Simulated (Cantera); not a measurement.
Charge: 1 mol C2H4, 0.15 mol H2O, 14 mol H2, held at 325 °C.

These are equilibrium values from Cantera (NASA tables, ideal gas, pure condensed phases), not measurements of a reactor. Candidate condensed phases: C, C6H6, C7H8, C8H18, H2O; 110 gas species. The ideal-gas law is rough above about 30 bar. Kinetics and transport are ignored.

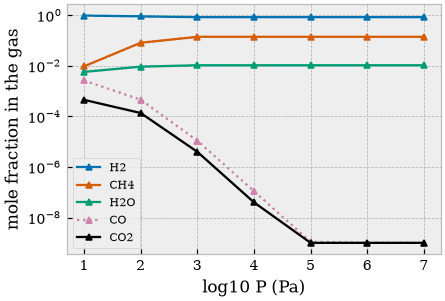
Fig. 1. Equilibrium gas composition (values under 1e-9 drawn at 1e-9)

From 10.0 Pa to 100 Pa the condensed part is C(graphite). From 1000 Pa to 1.00e7 Pa nothing is condensed. The main C-bearing gas is CH4 throughout.
